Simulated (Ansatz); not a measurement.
# SiH₃F: ionisation energy by level of theory

Aim: the vertical ionisation energy of SiH₃F, as cation minus neutral at the neutral's geometry, on several levels, and how well −ε(HOMO) stands in for it.

The runs use Ansatz 0.2.0, Gaussian basis; unrestricted cation, the program's frozen cores in correlated methods.

Levels to be run: UKS PBE-D4/def2-TZVPP; UKS r2SCAN-D4/def2-TZVPP; UKS PBE0-D4/def2-TZVPP; UKS B3LYP-D4/def2-TZVPP; UKS wB97X-V/def2-TZVPP; UKS wB97M-V/def2-TZVPP; UKS B2PLYP/def2-TZVPP; UHF-CCSD(T)/def2-TZVPP; UHF-MP2/def2-QZVPP; extrapolation to the limit; then −ε(HOMO) from the neutral's earlier runs with LDA (SPW92), PBE-D4, revPBE-D4, BLYP-D4, r2SCAN-D4, B97M-V, PBE0-D4, B3LYP-D4, r2SCANh-D4, r2SCAN0-D4, HSE06-D4, BHLYP-D4, CAM-B3LYP-D4, LC-ωPBE, ωB97X-V, ωB97M-V.

## (1) The geometry

The geometry comes from an earlier relaxation with PBE0-D4 in a triple-zeta def2 set; it is a stationary point.

5 atoms, charge 0, spin multiplicity 1.

Atoms are counted from 1 here; the program's logs count them from 0.

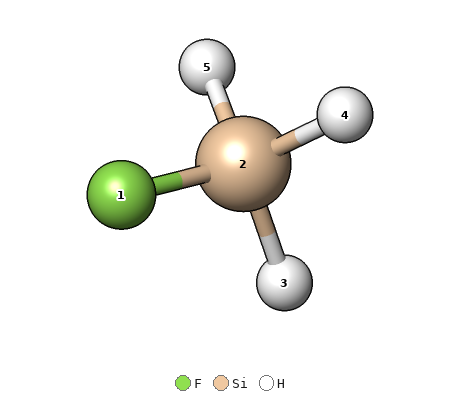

The geometry (fluorine green, silicon light orange, hydrogen white); atoms are numbered from 1 in the order of the file.

## (2) Cation, UKS PBE-D4/def2-TZVPP

The input, in.yaml:

```yaml
crystal:
  periodic: [false, false, false]
  atoms:
    - {symbol: F, position_ang: [-1.274606, 0.162766, 0.857980]}
    - {symbol: Si, position_ang: [0.043261, -0.019337, -0.030716]}
    - {symbol: H, position_ang: [-0.367778, -0.192599, -1.443692]}
    - {symbol: H, position_ang: [0.768631, -1.217941, 0.451627]}
    - {symbol: H, position_ang: [0.880492, 1.193412, 0.123402]}
basis:
  gaussian: {orbitals: def2-TZVPP}
total_charge: 1
magnetization: {spin_polarized: true, initial_magnetization: 1}
hamiltonian: {xc: pbe, dispersion: d4}
```

Standard output:

```text
Functional definition: PBE
  name "PBE"
  cite "Perdew, Burke & Ernzerhof, Phys. Rev. Lett. 77, 3865 (1996) doi:10.1103/PhysRevLett.77.3865"
  parent pbe
  parameter kappa = 0.804
  parameter beta = 0.06672455060314922
  exchange = pbe_x(kappa = kappa, mu = beta*pi^2/3)
  correlation = pbe_c(beta = beta)
621 factors; their error is unknown
mean field evaluation 1: about -10614.3354 eV, gradient 6.7e1 eV
mean field evaluation 2: about -10398.6216 eV, gradient 1.9e2 eV
mean field evaluation 4: about -10624.0335 eV, gradient 2.5e1 eV
mean field evaluation 8: about -10626.8766 eV, gradient 6.1e0 eV
mean field evaluation 16: about -10627.1979 eV, gradient 2.0e-5 eV
mean field evaluation 32: about -10627.1560 eV, gradient 2.0e-3 eV
mean field -10627.19789900 eV, -390.5423194146 hartree, gradient 1.4e-5 eV, S^2 0.754286; 5 other end points of the search recorded, 0 dependent functions left out
reference -10627.19793092 eV, -390.5423205879 hartree; 13, 12 occupied and 102, 103 virtual orbitals, 621 factors
Total energy: -10627.22975000 eV, -390.5434899176 hartree
```

It took 3.8 s on 2 threads, shared host.

Less the neutral's -10639.3142 eV (earlier run), this gives 12.084 eV. ⟨S²⟩ = 0.754.

## (3) Cation, UKS r2SCAN-D4/def2-TZVPP

in.yaml: that of step 2 with these lines changed.

```diff
@@ -12,2 +12,2 @@
 magnetization: {spin_polarized: true, initial_magnetization: 1}
-hamiltonian: {xc: pbe, dispersion: d4}
+hamiltonian: {xc: r2scan, dispersion: d4}
```

Standard output, cut to the lines that bear on the results:

```text
Functional definition: r2SCAN
  name "r2SCAN"
  cite "Furness, Kaplan, Ning, Perdew & Sun, J. Phys. Chem. Lett. 11, 8208 (2020) doi:10.1021/acs.jpclett.0c02405"
  cite "Furness, Kaplan, Ning, Perdew & Sun, J. Phys. Chem. Lett. 11, 9248 (2020) doi:10.1021/acs.jpclett.0c03077"
  parent r2scan
[...]
621 factors; their error is unknown
[...]
mean field -10632.04601139 eV, -390.7204842591 hartree, gradient 4.3e-6 eV, S^2 0.760345; 5 other end points of the search recorded, 0 dependent functions left out
reference -10632.04602251 eV, -390.7204846675 hartree; 13, 12 occupied and 102, 103 virtual orbitals, 621 factors
Total energy: -10632.05303591 eV, -390.7207424052 hartree
```

Run time: 8 s. Hardware: 2 threads, shared host.

The neutral molecule at this level: -10644.3290 eV. Difference: 12.276 eV. ⟨S²⟩ = 0.760.

## (4) Cation, UKS PBE0-D4/def2-TZVPP

in.yaml: that of step 3 with these lines changed.

```diff
@@ -12,2 +12,2 @@
 magnetization: {spin_polarized: true, initial_magnetization: 1}
-hamiltonian: {xc: r2scan, dispersion: d4}
+hamiltonian: {xc: pbe0, dispersion: d4}
```

Standard output:

```text
Functional definition: PBE0
  name "PBE0"
  cite "Adamo & Barone, J. Chem. Phys. 110, 6158 (1999) doi:10.1063/1.478522"
  cite "Perdew, Burke & Ernzerhof, Phys. Rev. Lett. 77, 3865 (1996) doi:10.1103/PhysRevLett.77.3865"
  parent pbe
  parameter a = 0.25
  parameter kappa = 0.804
  parameter beta = 0.06672455060314922
  exchange = (1 - a)*pbe_x(kappa = kappa, mu = beta*pi^2/3) + a*exact_x
  correlation = pbe_c(beta = beta)
624 factors; their error is unknown
mean field evaluation 1: about -10617.4400 eV, gradient 5.9e1 eV
mean field evaluation 2: about -10549.0848 eV, gradient 1.4e2 eV
mean field evaluation 4: about -10627.5547 eV, gradient 5.6e0 eV
mean field evaluation 8: about -10627.6656 eV, gradient 1.3e-1 eV
mean field evaluation 16: about -10627.6919 eV, gradient 2.5e-4 eV
mean field evaluation 32: about -10627.7109 eV, gradient 1.4e-5 eV
mean field -10627.71085104 eV, -390.5611700545 hartree, gradient 4.7e-6 eV, S^2 0.759538; 5 other end points of the search recorded, 0 dependent functions left out
reference -10627.71087495 eV, -390.5611709331 hartree; 13, 12 occupied and 102, 103 virtual orbitals, 624 factors
Total energy: -10627.73692725 eV, -390.5621283377 hartree
```

It took 5.5 s on 2 threads, shared host.

The neutral molecule at this level: -10640.2019 eV. Difference: 12.465 eV. ⟨S²⟩ = 0.760.

## (5) Cation, UKS B3LYP-D4/def2-TZVPP

in.yaml: that of step 4 with these lines changed.

```diff
@@ -12,2 +12,2 @@
 magnetization: {spin_polarized: true, initial_magnetization: 1}
-hamiltonian: {xc: pbe0, dispersion: d4}
+hamiltonian: {xc: {name: B3LYP}, dispersion: d4}
```

Standard output, cut to the lines that bear on the results:

```text
Functional definition: B3LYP
  name "B3LYP"
  cite "Stephens, Devlin, Chabalowski & Frisch, J. Phys. Chem. 98, 11623 (1994) doi:10.1021/j100096a001"
  cite "Becke, Phys. Rev. A 38, 3098 (1988) doi:10.1103/PhysRevA.38.3098"
  cite "Lee, Yang & Parr, Phys. Rev. B 37, 785 (1988) doi:10.1103/PhysRevB.37.785"
  cite "Vosko, Wilk & Nusair, Can. J. Phys. 58, 1200 (1980) doi:10.1139/p80-159"
[...]
624 factors; their error is unknown
[...]
mean field -10634.52363564 eV, -390.8115352708 hartree, gradient 5.4e-6 eV, S^2 0.758018; 7 other end points of the search recorded, 0 dependent functions left out
reference -10634.52383331 eV, -390.8115425351 hartree; 13, 12 occupied and 102, 103 virtual orbitals, 624 factors
Total energy: -10634.57579057 eV, -390.8134519291 hartree
```

Wall time 6.5 s (2 threads, shared host).

Less the neutral's -10647.0880 eV (earlier run), this gives 12.512 eV. ⟨S²⟩ = 0.758.

## (6) Cation, UKS wB97X-V/def2-TZVPP

in.yaml: that of step 5 with these lines changed.

```diff
@@ -12,2 +12,2 @@
 magnetization: {spin_polarized: true, initial_magnetization: 1}
-hamiltonian: {xc: {name: B3LYP}, dispersion: d4}
+hamiltonian: {xc: {name: wB97X-V}}
```

Standard output, cut to the lines that bear on the results:

```text
Functional definition: wB97X-V
  name "wB97X-V"
  cite "Mardirossian & Head-Gordon, Phys. Chem. Chem. Phys. 16, 9904 (2014) doi:10.1039/C3CP54374A"
  cite "Becke, J. Chem. Phys. 107, 8554 (1997) doi:10.1063/1.475007"
  cite "Vydrov & Van Voorhis, J. Chem. Phys. 133, 244103 (2010) doi:10.1063/1.3521275"
[...]
      + integral(e_c_pw_opposite_spin*poly(b97_u_opposite, cos0, cos1)) + vv10(b, c)
624 factors; their error is unknown
142 factors; integrals over basis functions are off by at most 1.1e-5 eV
[...]
mean field -10631.38335942 eV, -390.6961322483 hartree, gradient 1.6e-6 eV, S^2 0.760022; 4 other end points of the search recorded, 0 dependent functions left out
reference -10631.38335805 eV, -390.6961321980 hartree; 13, 12 occupied and 102, 103 virtual orbitals, 624 factors
Total energy: -10631.38335805 eV, -390.6961321980 hartree
```

Run time: 20 s. Hardware: 2 threads, shared host; peak memory 0.32 GiB.

Less the neutral's -10644.0676 eV (earlier run), this gives 12.684 eV. ⟨S²⟩ = 0.760.

## (7) Cation, UKS wB97M-V/def2-TZVPP

in.yaml: that of step 6 with these lines changed.

```diff
@@ -12,2 +12,2 @@
 magnetization: {spin_polarized: true, initial_magnetization: 1}
-hamiltonian: {xc: {name: wB97X-V}}
+hamiltonian: {xc: {name: wB97M-V}}
```

Standard output, cut to the lines that bear on the results:

```text
Functional definition: wB97M-V
  name "wB97M-V"
  cite "Mardirossian & Head-Gordon, J. Chem. Phys. 144, 214110 (2016) doi:10.1063/1.4952647"
  cite "Becke, J. Chem. Phys. 107, 8554 (1997) doi:10.1063/1.475007"
  cite "Vydrov & Van Voorhis, J. Chem. Phys. 133, 244103 (2010) doi:10.1063/1.3521275"
  # Of w^i u^j: cxij and so on, Table III.
[...]
  gx(w, u) = 1 - cx + cx01*u + cx10*w
  gss(w, u) = css00 + css04*u^4 + css10*w + css20*w^2 + css43*w^4*u^3
  gos(w, u) = cos00 + cos10*w + (cos20 + cos21*u)*w^2 + (cos60 + cos61*u)*w^6
[...]
      + integral(e_c_pw_mod_opposite_spin*gos(b97_w_opposite, b97_u_opposite)) + vv10(b, c)
624 factors; their error is unknown
142 factors; integrals over basis functions are off by at most 1.1e-5 eV
[...]
mean field -10632.09826178 eV, -390.7224044252 hartree, gradient 2.3e-6 eV, S^2 0.757222; 5 other end points of the search recorded, 0 dependent functions left out
reference -10632.09829942 eV, -390.7224058085 hartree; 13, 12 occupied and 102, 103 virtual orbitals, 624 factors
Total energy: -10632.09829942 eV, -390.7224058085 hartree
```

It took 20 s on 2 threads, shared host; peak memory 0.34 GiB.

Less the neutral's -10644.7279 eV (earlier run), this gives 12.630 eV. ⟨S²⟩ = 0.757.

## (8) Cation, UKS B2PLYP (frozen core)/def2-TZVPP

in.yaml: that of step 7 with these lines changed.

```diff
@@ -12,2 +12,2 @@
 magnetization: {spin_polarized: true, initial_magnetization: 1}
-hamiltonian: {xc: {name: wB97M-V}}
+hamiltonian: {xc: {name: B2PLYP}}
```

Standard output, cut to the lines that bear on the results:

```text
Functional definition: B2PLYP
  name "B2PLYP"
  cite "Grimme, J. Chem. Phys. 124, 034108 (2006) doi:10.1063/1.2148954"
  cite "Becke, Phys. Rev. A 38, 3098 (1988) doi:10.1103/PhysRevA.38.3098"
  cite "Lee, Yang & Parr, Phys. Rev. B 37, 785 (1988) doi:10.1103/PhysRevB.37.785"
[...]
673 factors; integrals over basis functions are off by at most 8.7e-4 eV
[...]
mean field -10625.66134268 eV, -390.4858520117 hartree, gradient 2.2e-8 eV, S^2 0.775325; 4 other end points of the search recorded, 0 dependent functions left out
6 core orbitals not correlated: weight in the atoms' cores, before any rotation towards them, 1.000 or more for the frozen orbitals, at most 0.000 for the correlated occupied ones
reference -10625.66146594 eV, -390.4858565412 hartree; 7, 6 occupied and 102, 103 virtual orbitals, 673 factors
second order -12.09323914 eV of doubles, -0.00000000 eV of singles
Total energy: -10628.92664050 eV, -390.6058494933 hartree
```

Wall time 8 s (2 threads, shared host).

Less the neutral's -10641.5265 eV (earlier run), this gives 12.600 eV. ⟨S²⟩ = 0.775.

## (9) Cation, UHF-CCSD(T)/def2-TZVPP

in.yaml: that of step 8 with these lines changed.

```diff
@@ -12,2 +12,3 @@
 magnetization: {spin_polarized: true, initial_magnetization: 1}
-hamiltonian: {xc: {name: B2PLYP}}
+correlation: {method: ccsd_t}
+scf: {omitted_lower_state_checks: [cluster_reference]}
```

Standard output, cut to the lines that bear on the results:

```text
Functional definition: HF
  name "HF"
  cite "Fock, Z. Phys. 61, 126 (1930) doi:10.1007/BF01340294"
  parent pbe
[...]
673 factors; integrals over basis functions are off by at most 8.7e-4 eV
[...]
mean field -10606.46938382 eV, -389.7805605321 hartree, gradient 3.1e-6 eV, S^2 0.772950; 11 other end points of the search recorded, 0 dependent functions left out
6 core orbitals not correlated: weight in the atoms' cores, before any rotation towards them, 1.000 or more for the frozen orbitals, at most 0.000 for the correlated occupied ones
reference -10606.46938382 eV, -389.7805605321 hartree; 7, 6 occupied and 102, 103 virtual orbitals, 673 factors
second order -9.84633125 eV of doubles, -0.00000000 eV of singles
cycle   1  -9.96634987 eV  change   -1.2e-1 eV  update   9.6e-2
[...]
cycle  13  -10.42383868 eV  change    7.9e-6 eV  update   1.0e-5
perturbative correction -0.33848174 eV, -0.0124389745 hartree
Total energy: -10617.23170423 eV, -390.1760685124 hartree
Checks for a lower state left out: cluster_reference
```

Wall time 13 s (2 threads, shared host); peak memory 0.9 GiB.

Less the neutral's -10630.0451 eV (earlier run), this gives 12.813 eV. ⟨S²⟩ = 0.773. T1 = 0.034 (report).

## (10) Cation, UHF-MP2/def2-QZVPP

in.yaml: that of step 9 with these lines changed.

```diff
@@ -9,6 +9,6 @@
 basis:
-  gaussian: {orbitals: def2-TZVPP}
+  gaussian: {orbitals: "def2-QZVPP.json"}
 total_charge: 1
 magnetization: {spin_polarized: true, initial_magnetization: 1}
-correlation: {method: ccsd_t}
+correlation: {method: mp2}
 scf: {omitted_lower_state_checks: [cluster_reference]}
```

Standard output, cut to the lines that bear on the results:

```text
Functional definition: HF
  name "HF"
  cite "Fock, Z. Phys. 61, 126 (1930) doi:10.1007/BF01340294"
  parent pbe
[...]
1287 factors; integrals over basis functions are off by at most 7.1e-4 eV
[...]
mean field -10606.87094225 eV, -389.7953175322 hartree, gradient 3.2e-6 eV, S^2 0.773143; 11 other end points of the search recorded, 0 dependent functions left out
6 core orbitals not correlated: weight in the atoms' cores, before any rotation towards them, 1.000 or more for the frozen orbitals, at most 0.000 for the correlated occupied ones
reference -10606.87094225 eV, -389.7953175322 hartree; 7, 6 occupied and 204, 205 virtual orbitals, 1287 factors
second order -10.71754633 eV of doubles, -0.00000000 eV of singles
Total energy: -10617.58848858 eV, -390.1891800952 hartree
Checks for a lower state left out: cluster_reference
```

It took 23 s on 2 threads, shared host; peak memory 0.49 GiB.

## (11) From triple and quadruple zeta to the limit

This step is arithmetic on the last runs, with X = 3 and 4: exp(−7.88√X) for Hartree-Fock, X^−2.97 for correlation; only MP2 was run in the larger set, so CCSD(T) minus MP2 is added from the smaller one.

| level | energy at the limit (eV) |
| --- | --- |
| HF | -10606.9263 |
| MP2 | -10618.2891 |
| CCSD | -10618.8667 |
| CCSD(T) | -10619.2051 |

The neutral's limit, from its own earlier runs, is -10632.1268 eV in the additive form (MP2 limit plus CCSD(T) minus MP2 in triple zeta), in which the cation has -10619.2051 eV.

## (12) The ladder

Differences are taken before rounding.

| method | ionisation energy (eV) | from CCSD(T)/CBS (eV) | time |
| --- | --- | --- | --- |
| PBE-D4 | 12.08 | -0.84 | 4.5 s |
| r2SCAN-D4 | 12.28 | -0.65 | 9.5 s |
| PBE0-D4 | 12.46 | -0.46 | 6.1 s |
| B3LYP-D4 | 12.51 | -0.41 | 7.4 s |
| ωB97X-V | 12.68 | -0.24 | 22 s |
| ωB97M-V | 12.63 | -0.29 | 23 s |
| B2PLYP | 12.60 | -0.32 | 9 s |
| HF/def2-TZVPP | 12.29 | -0.63 |  |
| MP2/def2-TZVPP | 12.85 | -0.07 |  |
| CCSD/def2-TZVPP | 12.87 | -0.05 |  |
| CCSD(T)/def2-TZVPP | 12.81 | -0.11 | 14 s |
| CCSD(T)/CBS | 12.92 | 0 | 49 s |

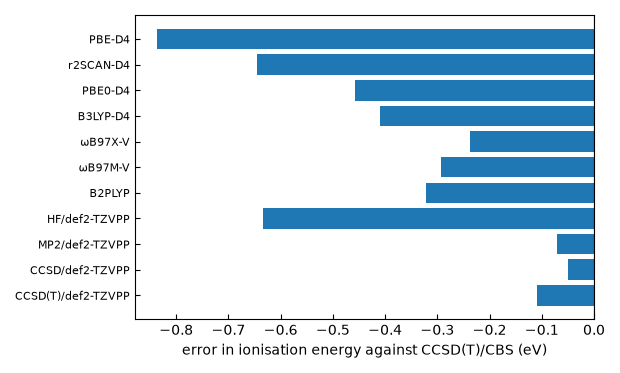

Error of each method against CCSD(T)/CBS.

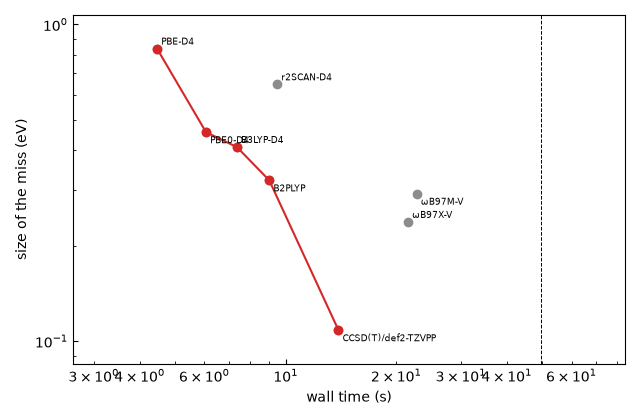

Accuracy for the time spent; red marks the levels that beat every quicker one drawn (of those quicker than the yardstick), and the dashed line is the time of CCSD(T)/CBS. Times are from a shared host.

Times add the cation's run and the neutral's; HF, MP2 and CCSD come out of the CCSD(T) runs.

Orbital estimates, from the neutral's runs:

| functional | −ε(HOMO) (eV) | by energy difference (eV) |
| --- | --- | --- |
| LDA (SPW92) | 8.34 |  |
| PBE-D4 | 8.30 | 12.08 |
| revPBE-D4 | 8.28 |  |
| BLYP-D4 | 8.24 |  |
| r2SCAN-D4 | 8.69 | 12.28 |
| B97M-V | 8.77 |  |
| PBE0-D4 | 9.77 | 12.46 |
| B3LYP-D4 | 9.58 | 12.51 |
| r2SCANh-D4 | 9.22 |  |
| r2SCAN0-D4 | 10.02 |  |
| HSE06-D4 | 9.36 |  |
| BHLYP-D4 | 11.18 |  |
| CAM-B3LYP-D4 | 11.24 |  |
| LC-ωPBE | 12.61 |  |
| ωB97X-V | 12.26 | 12.68 |
| ωB97M-V | 12.06 | 12.63 |

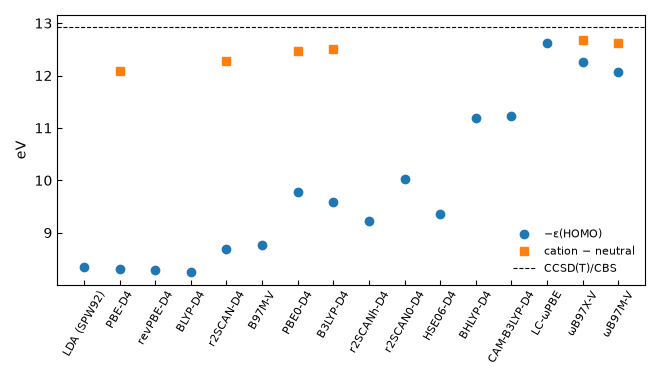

Orbital estimates and energy differences by functional.

## (13) Results

| quantity | value |
| --- | --- |
| ionisation energy, CCSD(T)/CBS | 12.92 eV |
| nearest functional by difference | ωB97X-V (-0.24 eV) |
| nearest −ε(HOMO) | LC-ωPBE (-0.31 eV) |
| −ε(HOMO) of PBE | 8.30 eV |
| T1 of the cation | 0.034 |

**Reading.** By cation minus neutral, the functionals miss by 0.84 eV at most. −ε(HOMO) of PBE misses by 4.6 eV, since self-interaction lifts the level. Among orbital estimates LC-ωPBE comes nearest. Hartree-Fock falls 0.63 eV short, as the neutral has more correlation energy than the cation. The cation's T1 (from the report) is 0.034, near the customary mark of 0.045 for open shells, so the coupled-cluster value is less safe.

For cost: CCSD(T)/def2-TZVPP gets within 0.11 eV in 14 s, where CCSD(T)/CBS took 49 s; the quickest level in the cost chart, PBE-D4, takes 4.5 s and misses by 0.84 eV.
